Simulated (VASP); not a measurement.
Band structure of MgTl (space group Pm-3m). Calculation: PBEsol GGA, VASP's PBE PAW potentials (set 64) (plane waves; VASP 6.6.1).

Unless said otherwise, spin-orbit coupling is left out, though it shifts the bands of the heavy elements here.

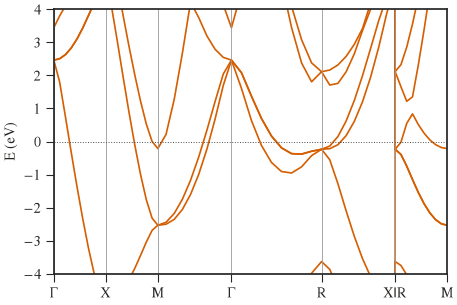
Figure. Bands along high-symmetry lines, zero at the valence-band maximum or, without a gap, the Fermi level

Question: Read the plot: is there a gap, and where are the band edges?

Answer: It has no gap at this level: it comes out as a metal or semimetal.

The structure comes from a computed database's MgTl entry (Pm-3m); how it stands against other phases isn't given here. The cell was not relaxed at this level. The electron count is odd and the run is not spin-polarised, which forces a metal.
